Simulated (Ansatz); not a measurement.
# TlS4Br (built on the sites of a database entry of TlClO4): following an unstable mode, part 2 of 3

Which phase does TlS4Br (built on the sites of a database entry of TlClO4) fall into along its unstable mode, and how much energy does it gain?

Ansatz 0.2.0; DFT PBEsol, scalar-relativistic, plane waves, PAW.

So far, highest frequency on the path or at a solved wavevector (cm⁻¹): step 2 (phonons on a q mesh) 320. Also lowest frequency on the path (cm⁻¹): step 2 -314.

The structure was built from a prototype and need not be the compound's stable phase.

## (5) Energy along the mode, all amplitudes (two of the runs are shown above)

An imaginary frequency means negative curvature, so the energy should fall and then rise again as anharmonic terms take over.

Numbers from this step:

```yaml
depth_at_the_lowest_point_sampled: 156.3 meV/atom
largest_atomic_shift_at_that_point: 0.32 Å
```

Energy from the parent against largest atomic shift:

```tsv
largest atomic shift (Å)	energy from the parent (meV/atom)
0.000	0
0.040	-4.03
0.080	-15.8
0.140	-46.0
0.220	-98.9
0.320	-156
0.450	-151
0.600	84.1
```

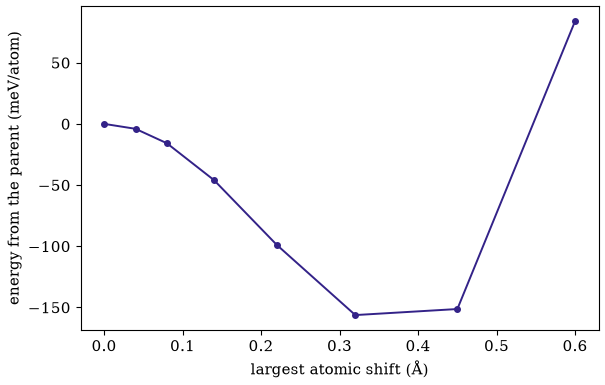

Energy from the parent against largest atomic shift.

Displacement at unit largest shift by atom:

```tsv
atom	x (Å)	y (Å)	z (Å)	size
Tl1	0.00	0.00	0.00	0.00
Tl2	0.00	0.00	0.00	0.00
Br3	0.00	0.16	0.16	0.22
Br4	0.00	-0.16	-0.16	0.22
S5	-0.85	-0.37	-0.37	1.00
S6	0.85	0.37	0.37	1.00
S7	0.85	-0.37	-0.37	1.00
S8	-0.85	0.37	0.37	1.00
S9	0.00	0.38	0.38	0.54
S10	0.00	-0.38	-0.38	0.54
S11	0.00	0.38	0.38	0.54
S12	0.00	-0.38	-0.38	0.54
```

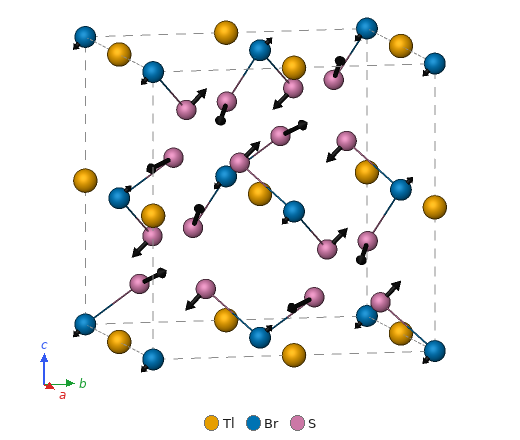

Displacement at unit largest shift as arrows, the longest 1.00 Å. Bonds to atoms that aren't drawn are left out. Some periodic images of atoms are drawn too.

The lowest of the steps tried is at 0.32 Å, 156 meV/atom below the parent; the bottom of the well need not coincide with a step.

## (6) Relaxing from the distorted cell

Starting from the lowest point found, all atoms and the cell are let go, so that strain and other modes of the same symmetry can join in.

Contents of input.yaml:

```yaml
crystal:
  lattice:
    - [0.0, -4.6786404278, -4.6786404278]
    - [0.0, 4.6786404278, -4.6786404278]
    - [9.3572808556, 0.0, 0.0]
  atoms:
    - { symbol: Tl, position: [0.5001585086, 0.5, 0.0] }
    - { symbol: Tl, position: [-0.0001585086, 0.0, 0.5] }
    - { symbol: Br, position: [0.4893348311, 0.5, 0.5] }
    - { symbol: Br, position: [1.0106651689, 1.0, 0.0] }
    - { symbol: S, position: [0.2149476909, 0.5, 0.6262058723] }
    - { symbol: S, position: [0.6639735422, 0.0, 0.1843335112] }
    - { symbol: S, position: [0.8360264578, 0.5, 0.6843335112] }
    - { symbol: S, position: [0.2850523091, 0.0, 0.1262058723] }
    - { symbol: S, position: [-0.0261999884, 0.6894606165, 0.8447303083] }
    - { symbol: S, position: [0.5261999884, 0.1894606165, 0.3447303083] }
    - { symbol: S, position: [-0.0261999884, 0.3105393835, 0.8447303083] }
    - { symbol: S, position: [0.5261999884, 0.8105393835, 0.3447303083] }
kpoints:
  mp_grid: { grid: [6, 6, 4] }
hamiltonian:
  xc: pbesol
scf:
  occupations: { method: methfessel_paxton, width: 0.2 }
output:
  forces: true
  stress: true
  eigenvalues: true
relax:
  adjacent_minimum: "off"
  f_tol: 0.002
  max_steps: 120
  cell: { stress_tol: 0.03 }
```

Command:

```sh
> ansatz run input.yaml --threads 8 --pin off --max-ram 14336MiB --backend cpu --events-out ev --progress --plain --runs-dir out
```

Numbers of over 12 decimals in the logs are rounded to 6 here.

The program printed:

```text
[...]
Crystal: 12 atoms, lattice volume = 409.656 Å³
Basis set: ecut = 420 eV, 7999 PW (Γ), exchange–correlation on 90×90×128 points (8 copies of the dense FFT grid, shifted against one another)
Bands: 56, of which v1, the nominal top of the filled ones, is band 44 counted from 1 (43 counted from 0)
Symmetry: 4 space group operations
[...]
k-points: 48 of 144 (time reversal used)
[...]
SCF iter   1: F=—  HF=-35136.612257 eV  |F-HF|=—  |Δ(HF+E_count)|=         —  Δρ=5.88e-3  dr2=2.26e-1  ethr=1.77e-3  ⟨swp⟩=6.7  Hψ=11562  notcnv=0
[...]
SCF iter  10: F=-35136.585435 eV  HF=-35136.585435 eV  |F-HF|=1.47e-8  |Δ(HF+E_count)|=   2.10e-8  S|Δr|=    0.00e0  Δρ=1.71e-6  dr2=2.65e-8  ethr=1.14e-10  ⟨swp⟩=10.2  Hψ=11508  notcnv=0
SCF 1 converged in 10 iterations: F = -35136.585435 eV  dr2 = 2.65e-8
[...]
relax step   1: F+E_penalty+E_count = -35136.58543503 eV  Δ(F+E_penalty+E_count) = +0.000e0 eV  max|allowed force component| = 1.155e0 eV/Å  Δτ_max = 0.0000 Å  P = +2.006 GPa  Ω = 409.656 Å³  (10 SCF iters, dr2 threshold 1.00e-7 eV, accepted)
Crystal: 12 atoms, lattice volume = 435.577 Å³
Basis set: ecut = 420 eV, 8543 PW (Γ), exchange–correlation on 90×90×128 points (8 copies of the dense FFT grid, shifted against one another)
[...]
SCF iter   8: F=-35137.488908 eV  HF=-35137.488909 eV  |F-HF|=5.18e-7  |Δ(HF+E_count)|=   5.22e-7  S|Δr|=    0.00e0  Δρ=1.20e-5  dr2=1.03e-6  ethr=1.36e-9  ⟨swp⟩=8.0  Hψ=12506  notcnv=0
SCF 2 converged in 8 iterations: F = -35137.488908 eV  dr2 = 1.03e-6
relax step   2: F+E_penalty+E_count = -35137.48890837 eV  Δ(F+E_penalty+E_count) = -9.035e-1 eV  max|allowed force component| = 8.190e-1 eV/Å  Δτ_max = 0.1947 Å  P = +0.474 GPa  Ω = 435.577 Å³  energy of the carried Pulay correction = -1.584e-3 eV  (8 SCF iters, dr2 threshold 1.20e-6 eV, accepted)
Crystal: 12 atoms, lattice volume = 453.866 Å³
Basis set: ecut = 420 eV, 8921 PW (Γ), exchange–correlation on 90×90×128 points (8 copies of the dense FFT grid, shifted against one another)
[...]
SCF iter   9: F=-35138.032815 eV  HF=-35138.032816 eV  |F-HF|=2.25e-7  |Δ(HF+E_count)|=   9.19e-7  S|Δr|=    0.00e0  Δρ=8.85e-6  dr2=5.33e-7  ethr=1.36e-9  ⟨swp⟩=7.0  Hψ=12182  notcnv=0
SCF 3 converged in 9 iterations: F = -35138.032815 eV  dr2 = 5.33e-7
relax step   3: F+E_penalty+E_count = -35138.03281539 eV  Δ(F+E_penalty+E_count) = -5.439e-1 eV  max|allowed force component| = 4.170e-1 eV/Å  Δτ_max = 0.1918 Å  P = -0.019 GPa  Ω = 453.866 Å³  energy of the carried Pulay correction = -2.645e-3 eV  (9 SCF iters, dr2 threshold 1.20e-6 eV, accepted)
[... from here on, the SCF cycles and remarks between the steps are left out ...]
relax step   4: F+E_penalty+E_count = -35138.38929533 eV  Δ(F+E_penalty+E_count) = -3.565e-1 eV  max|allowed force component| = 2.563e-1 eV/Å  Δτ_max = 0.1933 Å  P = -0.434 GPa  Ω = 458.619 Å³  energy of the carried Pulay correction = -2.914e-3 eV  (8 SCF iters, dr2 threshold 1.20e-6 eV, accepted)
relax step   5: F+E_penalty+E_count = -35138.81882566 eV  Δ(F+E_penalty+E_count) = -4.295e-1 eV  max|allowed force component| = 4.582e-1 eV/Å  Δτ_max = 0.1954 Å  P = -0.647 GPa  Ω = 452.249 Å³  energy of the carried Pulay correction = -2.553e-3 eV  (8 SCF iters, dr2 threshold 1.20e-6 eV, accepted)
relax step   6: F+E_penalty+E_count = -35139.36548017 eV  Δ(F+E_penalty+E_count) = -5.467e-1 eV  max|allowed force component| = 7.890e-1 eV/Å  Δτ_max = 0.1952 Å  P = -0.878 GPa  Ω = 444.750 Å³  energy of the carried Pulay correction = -2.122e-3 eV  (8 SCF iters, dr2 threshold 1.20e-6 eV, accepted)
relax step   7: F+E_penalty+E_count = -35140.24405731 eV  Δ(F+E_penalty+E_count) = -8.786e-1 eV  max|allowed force component| = 1.155e0 eV/Å  Δτ_max = 0.1954 Å  P = -1.547 GPa  Ω = 438.021 Å³  energy of the carried Pulay correction = -1.729e-3 eV  (8 SCF iters, dr2 threshold 1.20e-6 eV, accepted)
relax step   8: F+E_penalty+E_count = -35141.43519390 eV  Δ(F+E_penalty+E_count) = -1.191e0 eV  max|allowed force component| = 1.273e0 eV/Å  Δτ_max = 0.1949 Å  P = -1.569 GPa  Ω = 426.268 Å³  energy of the carried Pulay correction = -1.027e-3 eV  (8 SCF iters, dr2 threshold 1.20e-6 eV, accepted)
relax step   9: F+E_penalty+E_count = -35141.93927342 eV  Δ(F+E_penalty+E_count) = -5.041e-1 eV  max|allowed force component| = 9.128e-1 eV/Å  Δτ_max = 0.1935 Å  P = +0.872 GPa  Ω = 412.984 Å³  energy of the carried Pulay correction = -2.090e-4 eV  (8 SCF iters, dr2 threshold 1.20e-6 eV, accepted)
relax step  10: F+E_penalty+E_count = -35142.12192960 eV  Δ(F+E_penalty+E_count) = -1.827e-1 eV  max|allowed force component| = 3.372e-1 eV/Å  Δτ_max = 0.1912 Å  P = -0.134 GPa  Ω = 414.922 Å³  energy of the carried Pulay correction = -3.300e-4 eV  (8 SCF iters, dr2 threshold 1.20e-6 eV, accepted)
relax step  11: F+E_penalty+E_count = -35142.19637026 eV  Δ(F+E_penalty+E_count) = -7.444e-2 eV  max|allowed force component| = 4.153e-1 eV/Å  Δτ_max = 0.1445 Å  P = -0.200 GPa  Ω = 413.335 Å³  energy of the carried Pulay correction = -2.310e-4 eV  (8 SCF iters, dr2 threshold 1.20e-6 eV, accepted)
relax step  12: F+E_penalty+E_count = -35142.33736641 eV  Δ(F+E_penalty+E_count) = -1.410e-1 eV  max|allowed force component| = 6.343e-1 eV/Å  Δτ_max = 0.1978 Å  P = +0.279 GPa  Ω = 408.000 Å³  energy of the carried Pulay correction = +1.046e-4 eV  (7 SCF iters, dr2 threshold 1.20e-6 eV, accepted)
relax step  13: F+E_penalty+E_count = -35142.53094332 eV  Δ(F+E_penalty+E_count) = -1.936e-1 eV  max|allowed force component| = 3.772e-1 eV/Å  Δτ_max = 0.1440 Å  P = +0.342 GPa  Ω = 402.335 Å³  energy of the carried Pulay correction = +4.658e-4 eV  (7 SCF iters, dr2 threshold 1.20e-6 eV, accepted)
relax step  14: F+E_penalty+E_count = -35142.70859524 eV  Δ(F+E_penalty+E_count) = -1.777e-1 eV  max|allowed force component| = 1.054e-1 eV/Å  Δτ_max = 0.1974 Å  P = -0.034 GPa  Ω = 393.621 Å³  energy of the carried Pulay correction = +1.031e-3 eV  (8 SCF iters, dr2 threshold 1.20e-6 eV, accepted)
relax step  15: F+E_penalty+E_count = -35142.79568419 eV  Δ(F+E_penalty+E_count) = -8.709e-2 eV  max|allowed force component| = 8.706e-2 eV/Å  Δτ_max = 0.1953 Å  P = -0.142 GPa  Ω = 390.193 Å³  energy of the carried Pulay correction = +1.257e-3 eV  (7 SCF iters, dr2 threshold 6.94e-7 eV, accepted)
[...]
relax step  25: F+E_penalty+E_count = -35143.01260151 eV  Δ(F+E_penalty+E_count) = -1.526e-3 eV  max|allowed force component| = 6.985e-2 eV/Å  Δτ_max = 0.0849 Å  P = -0.025 GPa  Ω = 383.653 Å³  energy of the carried Pulay correction = +1.694e-3 eV  (7 SCF iters, dr2 threshold 1.34e-7 eV, accepted)
relax step  26: F+E_penalty+E_count = -35143.01467993 eV  Δ(F+E_penalty+E_count) = -2.078e-3 eV  max|allowed force component| = 4.020e-2 eV/Å  Δτ_max = 0.0251 Å  P = +0.036 GPa  Ω = 383.656 Å³  energy of the carried Pulay correction = +1.693e-3 eV  (6 SCF iters, dr2 threshold 3.05e-7 eV, accepted)
relax step  27: F+E_penalty+E_count = -35143.01661777 eV  Δ(F+E_penalty+E_count) = -1.938e-3 eV  max|allowed force component| = 2.809e-2 eV/Å  Δτ_max = 0.0650 Å  P = +0.007 GPa  Ω = 384.477 Å³  energy of the carried Pulay correction = +1.638e-3 eV  (7 SCF iters, dr2 threshold 1.01e-7 eV, accepted)
relax step  28: F+E_penalty+E_count = -35143.01708407 eV  Δ(F+E_penalty+E_count) = -4.663e-4 eV  max|allowed force component| = 1.528e-2 eV/Å  Δτ_max = 0.0221 Å  P = -0.001 GPa  Ω = 384.563 Å³  energy of the carried Pulay correction = +1.632e-3 eV  (7 SCF iters, dr2 threshold 4.93e-8 eV, accepted)
relax step  29: F+E_penalty+E_count = -35143.01745844 eV  Δ(F+E_penalty+E_count) = -3.744e-4 eV  max|allowed force component| = 1.850e-2 eV/Å  Δτ_max = 0.0118 Å  P = +0.006 GPa  Ω = 384.120 Å³  energy of the carried Pulay correction = +1.662e-3 eV  (7 SCF iters, dr2 threshold 1.46e-8 eV, accepted)
relax step  30: F+E_penalty+E_count = -35143.01760371 eV  Δ(F+E_penalty+E_count) = -1.453e-4 eV  max|allowed force component| = 1.160e-2 eV/Å  Δτ_max = 0.0086 Å  P = -0.011 GPa  Ω = 383.844 Å³  energy of the carried Pulay correction = +1.681e-3 eV  (7 SCF iters, dr2 threshold 2.14e-8 eV, accepted)
relax step  31: F+E_penalty+E_count = -35143.01767435 eV  Δ(F+E_penalty+E_count) = -7.063e-5 eV  max|allowed force component| = 6.559e-3 eV/Å  Δτ_max = 0.0036 Å  P = -0.007 GPa  Ω = 383.698 Å³  energy of the carried Pulay correction = +1.690e-3 eV  (6 SCF iters, dr2 threshold 8.41e-9 eV, accepted)
relax step  32: F+E_penalty+E_count = -35143.01772283 eV  Δ(F+E_penalty+E_count) = -4.849e-5 eV  max|allowed force component| = 8.175e-3 eV/Å  Δτ_max = 0.0068 Å  P = +0.014 GPa  Ω = 383.485 Å³  energy of the carried Pulay correction = +1.705e-3 eV  (7 SCF iters, dr2 threshold 2.69e-9 eV, accepted)
relax step  33: F+E_penalty+E_count = -35143.01773434 eV  Δ(F+E_penalty+E_count) = -1.150e-5 eV  max|allowed force component| = 3.706e-3 eV/Å  Δτ_max = 0.0030 Å  P = -0.004 GPa  Ω = 383.610 Å³  energy of the carried Pulay correction = +1.696e-3 eV  (6 SCF iters, dr2 threshold 4.18e-9 eV, accepted)
relax step  34: F+E_penalty+E_count = -35143.01773874 eV  Δ(F+E_penalty+E_count) = -4.402e-6 eV  max|allowed force component| = 2.114e-3 eV/Å  Δτ_max = 0.0013 Å  P = -0.001 GPa  Ω = 383.614 Å³  energy of the carried Pulay correction = +1.696e-3 eV  (6 SCF iters, dr2 threshold 8.58e-10 eV, accepted)
relax step  35: F+E_penalty+E_count = -35143.01774133 eV  Δ(F+E_penalty+E_count) = -2.592e-6 eV  max|allowed force component| = 1.036e-3 eV/Å  Δτ_max = 0.0006 Å  P = -0.000 GPa  Ω = 383.600 Å³  energy of the carried Pulay correction = +1.697e-3 eV  (5 SCF iters, dr2 threshold 2.79e-10 eV, accepted)
Basis set: ecut = 420 eV, 7469 PW (Γ), exchange–correlation on 100×96×108 points (8 copies of the dense FFT grid, shifted against one another)
[...]
SCF iter   6: F=-35143.019232 eV  HF=-35143.019232 eV  |F-HF|=1.46e-11  |Δ(HF+E_count)|=  8.73e-11  S|Δr|=    0.00e0  Δρ=3.86e-8  dr2=1.06e-11  ethr=1.00e-12  ⟨swp⟩=7.1  Hψ=11945  notcnv=0
SCF 36 converged in 6 iterations: F = -35143.019232 eV  dr2 = 1.06e-11
relax step  36: F+E_penalty+E_count = -35143.01923166 eV  Δ(F+E_penalty+E_count) = -1.490e-3 eV  max|allowed force component| = 1.285e-3 eV/Å  Δτ_max = 0.0000 Å  P = +0.009 GPa  Ω = 383.600 Å³  stress off target by 2.93e-2 GPa  SCF on the basis re-selected at this cell (its energy is not comparable with the rows above)  (6 SCF iters)
basis re-selected at this cell: Δ(F+E_penalty+E_count) = -1.490e-3 eV, ΔP = +0.010 GPa vs the last step (what re-selecting the basis moved, of the pressure what is left beyond the Pulay correction that the steps carried, after the strain that the cell walked since its last selection, with what the two solves' SCF thresholds leave and, on support functions, any second-order correction that the steps lacked; it is no measure of the basis error at this ecutwfc). The dense FFT grid was sized anew with the basis: this SCF ran on 50×48×54 points, the steps before it on 45×45×64, so part of this shift can come from that change (see relax.cell in the input reference). [rest of the remark cut]
SCF converged after 6 iterations
[...]
Free energy (F): -35143.019232 eV
[...]
Internal energy: -35143.019345 eV  (E = F + TS)
E sigma→0 (E₀):  -35143.019260 eV
Entropy (-TS):   0.000114 eV (0.009 meV/atom)
Fermi energy:    3.096344 eV
Step filling:    the computed levels leave a gap of 0.9788 eV = 4.9 smearing widths at the electron count; against every level under it full and every level over it empty, smearing changes F+E_penalty+E_count by +8.26e-3 meV and its σ→0 estimate by -0.020 meV
[...]
--- Forces (eV/Å), atoms counted from 1 ---
  atom   1  Tl     0.00004630     0.00009668     0.00009668
  atom   2  Tl     0.00004630    -0.00009668    -0.00009668
  atom   3  Br     0.00088446    -0.00060377    -0.00060377
  atom   4  Br     0.00088446     0.00060377     0.00060377
  atom   5  S      0.00017421     0.00128482     0.00128482
  atom   6  S     -0.00084073     0.00108063     0.00108063
  atom   7  S     -0.00084073    -0.00108063    -0.00108063
  atom   8  S      0.00017421    -0.00128482    -0.00128482
  atom   9  S     -0.00013203     0.00023183    -0.00009374
  atom  10  S     -0.00013203     0.00009374    -0.00023183
  atom  11  S     -0.00013203    -0.00009374     0.00023183
  atom  12  S     -0.00013203    -0.00023183     0.00009374
  max |Σ_I F_I| component: 3.56e-7 eV/Å
--- Stress (GPa, compression-positive) ---
       -0.005540       0.000000      -0.000000
        0.000000       0.016656       0.012650
       -0.000000       0.012650       0.016656
  P = ⅓ Tr σ = 0.0093 GPa (0.093 kbar)
--- Band table (eV; the first three rows and the last of 48) ---
  k-point 0: bands = [... 40 lower, 1.7893, 2.1420, 2.2473, 2.5878, 3.6675, 4.1459, 4.4286, 4.9071, ... 8 higher]
  k-point 1: bands = [... 40 lower, 1.8420, 2.0831, 2.1421, 2.4290, 3.7549, 4.0155, 4.6199, 5.0186, ... 8 higher]
  k-point 2: bands = [... 40 lower, 1.9781, 1.9781, 2.1672, 2.1672, 3.8768, 3.8768, 5.0088, 5.0088, ... 8 higher]
  k-point 47: bands = [... 40 lower, 2.1170, 2.1170, 2.2560, 2.2560, 4.3037, 4.3037, 4.7672, 4.7672, ... 8 higher]
--- Relaxed structure (35 steps of the walk, 33 accepted, 1 SCFs on fresh bases) ---
  F+E_penalty+E_count = -35143.01923166 eV   max|allowed force component| = 1.285e-3 eV/Å   (the final SCF, on the basis selected at the relaxed cell)
  cell:  # Å, volume = 383.6001 Å³
    - [0, -5.146774, -5.146774]
    - [0, 4.777427, -4.777427]
    - [7.800447, 0, 0]
  atoms:
    - { symbol: Tl, position: [0.535944, 0.5, 0.038706] }
    - { symbol: Tl, position: [-0.035944, 0.0, 0.538706] }
    - { symbol: Br, position: [0.237070, 0.500000, 0.750498] }
    - { symbol: Br, position: [1.262930, 1.000000, 0.250498] }
    - { symbol: S, position: [0.056392, 0.500000, 0.521432] }
    - { symbol: S, position: [0.717768, 0.0, 0.128765] }
    - { symbol: S, position: [0.782232, 0.500000, 0.628765] }
    - { symbol: S, position: [0.443608, 0.0, 0.021432] }
    - { symbol: S, position: [-0.235300, 0.740913, 0.780299] }
    - { symbol: S, position: [0.735300, 0.240913, 0.280299] }
    - { symbol: S, position: [-0.235300, 0.259087, 0.780299] }
    - { symbol: S, position: [0.735300, 0.759087, 0.280299] }
```

It took 8.2 min on 8 threads of Intel Xeon Platinum 8488C (Sapphire Rapids), shared host; peak memory 1.9 GiB; 63 min of CPU time.

[end of part 2 of 3]

[Logs are printed without paths, hosts, clocks, repeated set-up lines and the standing remarks that a program may print on its own settings, such as how far it seeks lower states.]

[Hosts, paths, dates, database ids (printed as entryN), source tags and the programs' standing remarks are cut or masked in the printed files.]
